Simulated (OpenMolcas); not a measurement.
**Excited-state calculation of BSiH3ClO (part 1 of 3)**

System: BSiH3ClO, multiplicity 2, SMILES [SiH3]O[B]Cl.
Method: CASSCF/ANO-S-VDZ (OpenMolcas 26.06).

The geometry comes from this level: PBE0-D4/def2-TZVP.

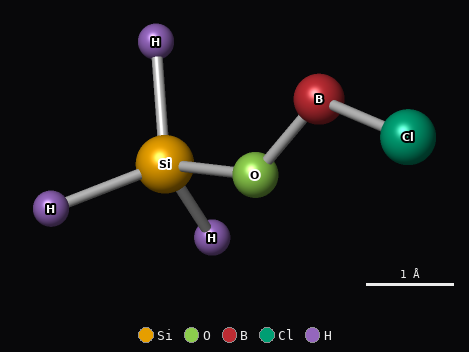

Figure 1. The input geometry (ball-and-stick view, seen at a tilt).

### Results in brief

| quantity | value |
| --- | --- |
| outcome | converged |
| total energy | −849.647906 hartree |
| CASSCF energy | −849.647906 hartree |
| basis functions | 50 |
| lowest singlet excitation | 3.33 eV |
| hardware | 1 thread of AMD EPYC (Zen 3), 128 GiB of memory available, shared host |
| wall time | 7.8 s |
| peak memory | 0.38 GiB |

### Input
```
&GATEWAY
 Coord
 7
 angstrom
 Si      -0.573000       0.775400       0.374800
 O        0.044900      -0.648400      -0.233600
 B        1.256200      -1.042100      -0.596600
 Cl       1.605000      -2.636800      -1.219100
 H       -1.201300       0.456800       1.676100
 H        0.515600       1.766600       0.541200
 H       -1.586300       1.260400      -0.588400
 Basis=ANO-S-VDZ
 Group=NoSym

&SEWARD

&RASSCF
 FileOrb=$CurrDir/step2.RasOrb
 Spin=2
 Nactel=3 0 0
 Inactive=22
 Ras2=3
 CIRoot=5 5 1
 OrbListing=Nothing
 OrbAppear=Compact

&RASSI
 NrOfJobIphs=1 all
```

Run as:
```bash
export MOLCAS_MEM=1860
pymolcas step10.inp > step10.log
```

### What the program printed
```
--- Start Module: gateway ---

                                              &GATEWAY

                       available to each process: 1.9 GB of memory, 1 thread

++    Symmetry information:
      ---------------------

                    Character Table for C1

                             E
                    a        1  x, y, xy, Rz, z, xz, Ry, yz, Rx, I
--

++    Basis set information:
      ----------------------

      Basis set label: SI.ANO-S...4S3P.

      Electronic valence basis set:
      ------------------
      Associated Effective Charge  14.000000 au
      Associated Actual Charge     14.000000 au
      Nuclear Model: Point charge

      Shell  nPrim  nBasis  Cartesian Spherical Contaminant
         s      13       4        X
         p      10       3        X

      Basis set label: O.ANO-S...3S2P.

      Electronic valence basis set:
      ------------------
      Associated Effective Charge   8.000000 au
      Associated Actual Charge      8.000000 au
      Nuclear Model: Point charge

      Shell  nPrim  nBasis  Cartesian Spherical Contaminant
         s      10       3        X
         p       6       2        X

      Basis set label: B.ANO-S...3S2P.

      Electronic valence basis set:
      ------------------
      Associated Effective Charge   5.000000 au
      Associated Actual Charge      5.000000 au
      Nuclear Model: Point charge

      Shell  nPrim  nBasis  Cartesian Spherical Contaminant
         s      10       3        X
         p       6       2        X

      Basis set label: CL.ANO-S...4S3P.

      Electronic valence basis set:
      ------------------
      Associated Effective Charge  17.000000 au
      Associated Actual Charge     17.000000 au
      Nuclear Model: Point charge

      Shell  nPrim  nBasis  Cartesian Spherical Contaminant
         s      13       4        X
         p      10       3        X

      Basis set label: H.ANO-S...2S.

      Electronic valence basis set:
      ------------------
      Associated Effective Charge   1.000000 au
      Associated Actual Charge      1.000000 au
      Nuclear Model: Point charge

      Shell  nPrim  nBasis  Cartesian Spherical Contaminant
         s       7       2        X
--

++    Molecular structure info:
      -------------------------

                    ************************************************
                    **** Cartesian Coordinates / bohr, angstrom ****
                    ************************************************

     Center  Label                x              y              z                     x              y              z
        1      SI1             -1.082813       1.465294       0.708269             -0.573000       0.775400       0.374800
        2      O2               0.084849      -1.225298      -0.441440              0.044900      -0.648400      -0.233600
        3      B3               2.373874      -1.969284      -1.127411              1.256200      -1.042100      -0.596600
        4      CL4              3.033010      -4.982830      -2.303765              1.605000      -2.636800      -1.219100
        5      H5              -2.270128       0.863227       3.167370             -1.201300       0.456800       1.676100
        6      H6               0.974343       3.338390       1.022720              0.515600       1.766600       0.541200
        7      H7              -2.997673       2.381811      -1.111915             -1.586300       1.260400      -0.588400

                    ***************************************
                    *    InterNuclear Distances / bohr    *
                    ***************************************

               1 SI1           2 O2            3 B3            4 CL4           5 H5            6 H6
    1 SI1      0.000000
    2 O2       3.150326        0.000000
    3 B3       5.207180        2.502740        0.000000
    4 CL4      8.221353        5.126300        3.301474        0.000000
    5 H5       2.796315        4.788670        6.930729        9.603800        0.000000
    6 H6       2.799868        4.874650        5.895180        9.194907        4.610049        0.000000
    7 H7       2.796384        4.791942        6.912726        9.593100        4.598662        4.609622

               7 H7
    7 H7       0.000000

                    *******************************************
                    *    InterNuclear Distances / angstrom    *
                    *******************************************

               1 SI1           2 O2            3 B3            4 CL4           5 H5            6 H6
    1 SI1      0.000000
    2 O2       1.667081        0.000000
    3 B3       2.755521        1.324393        0.000000
    4 CL4      4.350553        2.712721        1.747065        0.000000
    5 H5       1.479746        2.534055        3.667584        5.082112        0.000000
    6 H6       1.481626        2.579554        3.119595        4.865735        2.439533        0.000000
    7 H7       1.479782        2.535787        3.658057        5.076450        2.433507        2.439307

               7 H7
    7 H7       0.000000

                    **************************************
                    *    Valence Bond Angles / degree    *
                    **************************************
                          Atom centers                 Phi
                      5 H5       1 SI1      6 H6       110.93
                      5 H5       1 SI1      7 H7       110.62
                      6 H6       1 SI1      7 H7       110.91
--

            Nuclear Potential Energy            174.53206697 au

--- Stop Module: gateway /rc=_RC_ALL_IS_WELL_ ---

--- Start Module: seward ---

                                              &SEWARD

                       available to each process: 1.9 GB of memory, 1 thread

               SEWARD will generate:
                  Multipole Moment integrals up to order  2
                  Kinetic Energy integrals
                  Nuclear Attraction integrals (point charge)
                  One-Electron Hamiltonian integrals
                  Velocity integrals
                  Orbital angular momentum around (  1.0641  -1.8058  -0.8294 )
                  Velocity quadrupole around (  1.0641  -1.8058  -0.8294 )
                  Two-Electron Repulsion integrals

                   Integrals are discarded if absolute value <: 1.00E-14
                   Integral cutoff threshold is set to       <: 1.00E-16

            Nuclear Potential Energy            174.53206697 au

      Basis set specifications :
      Symmetry species         a
      Basis functions           50

--- Stop Module: seward /rc=_RC_ALL_IS_WELL_ ---
--- Module seward spent 2 seconds ---

--- Start Module: rasscf ---

                                              &RASSCF

                       available to each process: 1.9 GB of memory, 1 thread

      Header of the ONEINT file:
      --------------------------

      OrdInt status: non-squared

      Cartesian coordinates in angstrom:
      -----------------------------------------------------
      No.  Label        X            Y            Z
      -----------------------------------------------------
       1   SI1       -0.57300000   0.77540000   0.37480000
       2   O2         0.04490000  -0.64840000  -0.23360000
       3   B3         1.25620000  -1.04210000  -0.59660000
       4   CL4        1.60500000  -2.63680000  -1.21910000
       5   H5        -1.20130000   0.45680000   1.67610000
       6   H6         0.51560000   1.76660000   0.54120000
       7   H7        -1.58630000   1.26040000  -0.58840000
      -----------------------------------------------------
      Nuclear repulsion energy =  174.53206697

++    Wave function specifications:
      -----------------------------

      Number of closed shell electrons          44
      Number of electrons in active shells       3
      Max number of holes in RAS1 space          0
      Max nr of electrons in RAS3 space          0
      Number of inactive orbitals               22
      Number of active orbitals                  3
      Number of secondary orbitals              25
      Spin quantum number                      0.5
      State symmetry                             1
--

++    Orbital specifications:
      -----------------------

      Symmetry species                           1
                                                 a
      Frozen orbitals                            0
      Inactive orbitals                         22
      Active orbitals                            3
      RAS1 orbitals                              0
      RAS2 orbitals                              3
      RAS3 orbitals                              0
      Secondary orbitals                        25
      Deleted orbitals                           0
      Number of basis functions                 50
--

++    CI expansion specifications:
      ----------------------------

      Number of CSFs                             8
      Number of determinants                     9
      Number of root(s) required                 5
      Root chosen for geometry opt.              5
      CI roots used                              1     2     3     4     5
      weights                                0.200 0.200 0.200 0.200 0.200
      highest root included in the CI            5
      max. size of the explicit Hamiltonian      8
--

++    Optimization specifications:
      ----------------------------

      RASSCF algorithm: Conventional
      Maximum number of macro iterations       200
      Maximum number of SX iterations          100
      Threshold for RASSCF energy            1.000E-08
      Threshold for max MO rotation          1.000E-01
      Threshold for max BLB element          1.000E-04
      Level shift parameter                  5.000E-01
      Make Quasi-Newton update
--

      The MO-coefficients are taken from the file:
      step2.RasOrb
      Title: RASSCF average (pseudo-natural) orbitals

      Total molecular charge    0.00

      ************************************************************************************************************************
      *                                            Wave function control section                                             *
      ************************************************************************************************************************

                                         RASSCF iterations: Energy and convergence statistics
                                         ----------------------------------------------------

          iter iter root      energy       change     param      element    value   shift minimum  type update hh:mm:ss
 Nr of preliminary CI iterations:   1
        1   1    3    0  -849.46387068    0.00E+00   1.53E-05   20  23 1 -5.81E-06   0.37   0.00    SX    NO    0:00:00
        2   1    3    0  -849.46387069   -4.86E-10  -1.51E-05   20  23 1 -5.75E-06   0.37   0.00    SX    NO    0:00:00
        3   1    3    0  -849.46387069   -3.17E-10   1.50E-05   20  23 1 -5.69E-06   0.37   0.00    SX    NO    0:00:00
        4   1    3    0  -849.46387069   -2.58E-10   1.48E-05   20  23 1 -5.63E-06   0.37   0.00    SX    NO    0:00:00
      Convergence after  4 iterations
        5   1    3    0  -849.46387069   -2.26E-10   1.48E-05   20  23 1 -5.58E-06   0.37   0.00    SX    NO    0:00:00

      ************************************************************************************************************************
                                                      Wave function printout:
                       occupation of active orbitals, and spin coupling of open shells (u,d: Spin up or down)
      ************************************************************************************************************************

      Note: transformation to natural orbitals
      has been made, which may change the order of the CSFs.

      printout of CI-coefficients larger than  0.05 for root  1
      energy=    -849.647906
      conf/sym  111     Coeff  Weight
             1  2u0   0.99258 0.98521
             2  u20  -0.12098 0.01464

      printout of CI-coefficients larger than  0.05 for root  2
      energy=    -849.525587
      conf/sym  111     Coeff  Weight
             3  20u   0.96468 0.93061
             4  udu  -0.25789 0.06651
             6  uud   0.05293 0.00280

      printout of CI-coefficients larger than  0.05 for root  3
      energy=    -849.438044
      conf/sym  111     Coeff  Weight
             1  2u0  -0.12112 0.01467
             2  u20  -0.97519 0.95100
             7  u02   0.18528 0.03433

      printout of CI-coefficients larger than  0.05 for root  4
      energy=    -849.393147
      conf/sym  111     Coeff  Weight
             3  20u   0.24043 0.05781
             4  udu   0.78112 0.61015
             6  uud  -0.57623 0.33204

      printout of CI-coefficients larger than  0.05 for root  5
      energy=    -849.314670
      conf/sym  111     Coeff  Weight
             3  20u  -0.10726 0.01151
             4  udu  -0.56862 0.32333
             6  uud  -0.81557 0.66516

      Natural orbitals and occupation numbers for root  1
      sym 1:   1.999837   0.999861   0.000302

      Natural orbitals and occupation numbers for root  2
      sym 1:   1.993676   0.006324   1.000000

      Natural orbitals and occupation numbers for root  3
      sym 1:   0.999481   1.931857   0.068662

      Natural orbitals and occupation numbers for root  4
      sym 1:   1.270525   0.729477   0.999998

      Natural orbitals and occupation numbers for root  5
      sym 1:   1.087096   0.912903   1.000001
```
